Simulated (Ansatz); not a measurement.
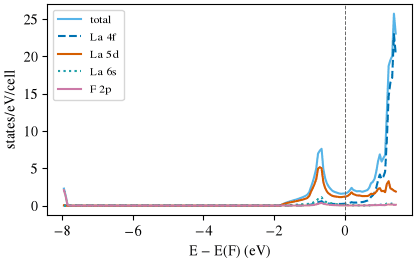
Figure: Total and projected density of states of LaF in space group P6_3/mmc (No. 194; La on 2c, F on 2d), DFT-r²SCAN in the program Ansatz with PAW potentials

**Question.** Which orbitals carry the states next to the Fermi level?

**Answer.** Within 0.5 eV of the Fermi level: La 5d 70 %, La 4f 17 %, La 6s 8 %. Projections are on Löwdin-orthogonalised atomic valence shells; empty p or d shells of many metals are not among them.

**Question.** Where is the tallest occupied peak in this window, and what makes it?

**Answer.** Near -0.6 eV, about 7.6 states/eV per cell; the largest projected share is La 5d.

The first step of the workflow began from a Materials Project structure, measured or hypothetical; the Crystallography Open Database copy checked does not list it. Whether it is the stable phase at ambient conditions was not checked. Symmetry was held in the r²SCAN relaxation; whether a distortion lowers the energy is not shown. Spin–orbit coupling is left out wherever it is not named.

Potentials: the later of the program's two PAW sets.
